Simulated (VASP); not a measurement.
Band structure of KBr (rock salt). Level of theory: RPBE GGA, VASP's PBE PAW potentials (set 64) (plane waves; VASP 6.6.1).

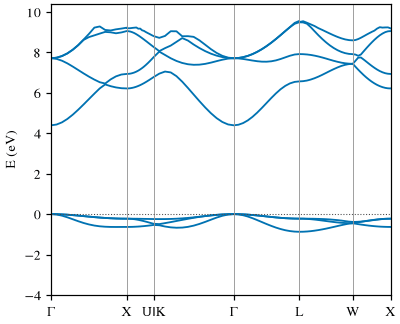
Fig. 1. Bands along high-symmetry lines, zero at the valence-band maximum or, without a gap, the Fermi level

Read the plot: is there a gap, and where are the band edges?

The gap is direct, 4.39 eV, from the valence maximum at Γ to the conduction minimum at Γ. (Edges off the drawn lines would not show.)

Measured: gap 7.40 eV (computed value off by -3.01 eV), as given by Aguado et al., (1998), arXiv:cond-mat/9809176.

The compound is KBr in the rock salt structure. It was relaxed first, which changed the volume by +15 %.
